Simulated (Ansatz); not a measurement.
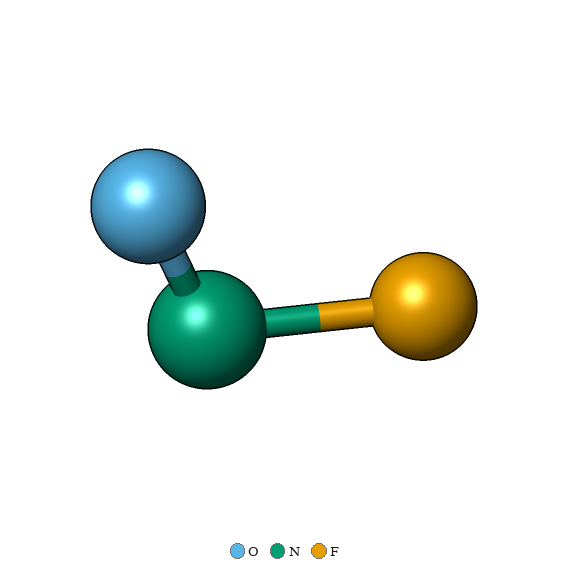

The picture shows a molecular structure as a ball-and-stick model. Every bond is drawn as one stick, whatever its order.

The geometry was computed by an optimisation with PBE0-D4/def2-TZVP.

What is the molecular formula?

Answer. NOF, 3 atoms: 1 nitrogen, 1 oxygen and 1 fluorine.

Count the bonded pairs by element.

Answer. 1 N–O, 1 F–N.

What is the point group of this geometry?

Answer. Cs.

What is its SMILES?

Answer. O=NF

The parts below concern this one geometry. Atoms keep their numbers from picture to picture.

**Dipole moment**

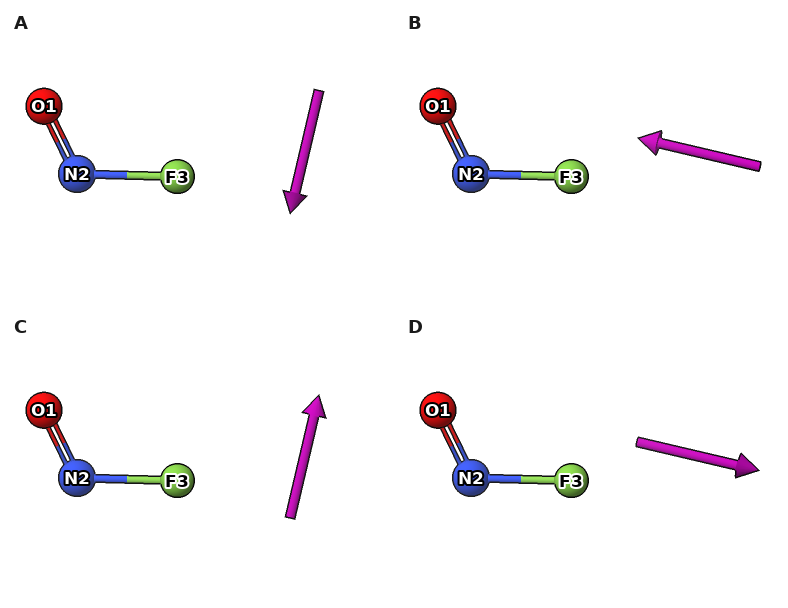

The same molecule four times, each with an arrow. Properties computed with RKS B3LYP-D4/def2-TZVPP (Ansatz 0.2.0).

Which arrow points along the dipole moment, from the negative to the positive end?

Answer. B. The dipole moment is 1.39 D; it points from the side of F3 to the side of O1 (the outermost atoms at the two ends).

**Vibrations**

Harmonic vibrations computed with RKS PBE0-D4/def2-TZVP (Ansatz 0.2.0) at a stationary point of the same level.

How many vibrational modes are there, and where do they lie?

Answer. 3 modes: 560, 824, 1969 cm⁻¹.

**Charges**

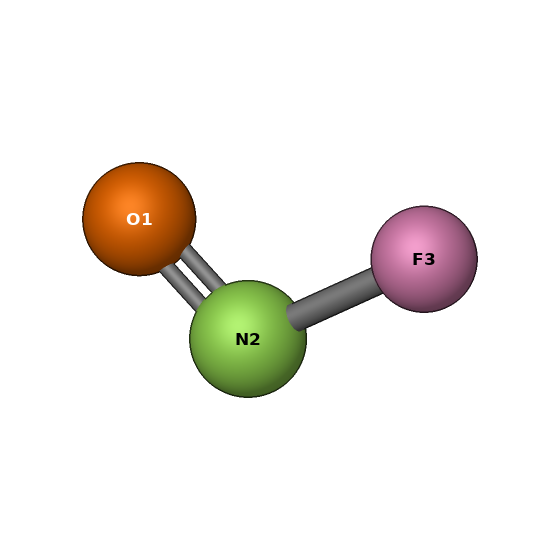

The questions are on Mulliken charges. Method: RKS PBE0-D4/def2-TZVP (Ansatz 0.2.0).

List the Mulliken charges.

```csv
atom,value (e)
O1,−0.04
N2,0.25
F3,−0.21
```

Mulliken values depend strongly on the basis set and can even reverse the polarity of a bond.
